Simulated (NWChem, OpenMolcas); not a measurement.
## How basis sets differ on CH7BSi2 (SMILES CB1[SiH2][SiH2]1)

The species is CH7BSi2 (11 atoms), meant as a singlet with charge 0. SMILES: `CB1[SiH2][SiH2]1`. The coordinates come from a PBE0-D4/def2-TZVP relaxation.

Quantity: the dipole moment, in D. The values are calculated.

```csv
level,kind,program,value (D)
HF/STO-3G,Hartree–Fock,OpenMolcas,0.59
HF/3-21G,Hartree–Fock,OpenMolcas,0.42
HF/6-31G* (spherical functions),Hartree–Fock,OpenMolcas,0.26
HF/def2-SVP,Hartree–Fock,NWChem,0.15
```

The values span 0.15 to 0.59 D. Magnitudes only. Sets without polarisation functions give poor dipoles.

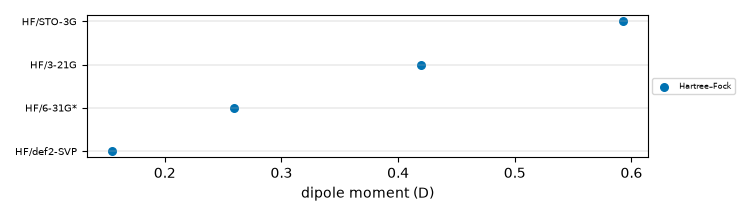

The values of the table, level by level.
